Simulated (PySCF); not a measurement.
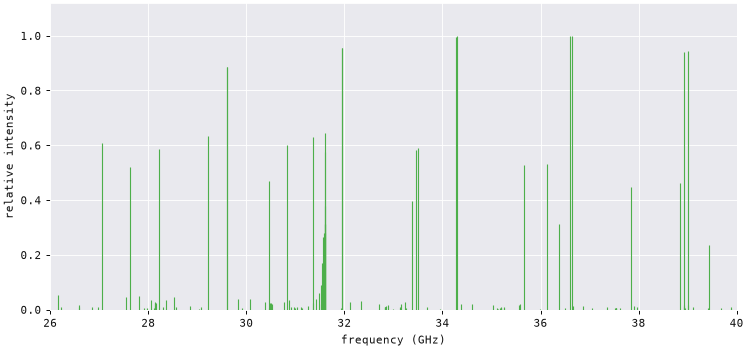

C₅H₈OSi, SMILES [SiH3]Cc1ccoc1. Simulated rotational absorption lines between 26 and 40 GHz at 3 K: rigid rotor with the equilibrium constants and dipole of one optimised conformer (PBE0-D3(BJ)/def2-SVP, PySCF), commonest isotopes; no centrifugal distortion, hyperfine structure, internal rotation or nuclear-spin weights; lines within 1 MHz of each other are summed.

What are the rotational constants, and what kind of rotor is it?

Rotational constants A, B, C = 5.687, 1.213, 1.130 GHz; Ray's κ = −0.96, a near-prolate asymmetric top.

Which dipole components drive the lines?

|μa|, |μb|, |μc| = 0.22, 0.09, 0.67 D; c-type lines carry 94 % of the intensity in this range.

Note: coarse grid, loose stop and no frequency check, small forces are noise and the end may be a saddle.
